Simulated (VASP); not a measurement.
Band structure of Fe (bcc). Method: AM05 GGA, VASP's PBE PAW potentials (set 64) (plane waves; VASP).

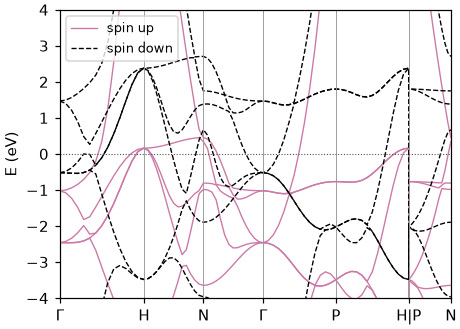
*Bands along high-symmetry lines, zero at the valence-band maximum or, without a gap, the Fermi level*

Task: Read the plot: is there a gap, and where are the band edges?

Result: It has no gap at this level: it comes out as a metal or semimetal. (Edges off the drawn lines would not show.)

The compound is Fe in the bcc structure. It was relaxed first, which changed the volume by -9 %.
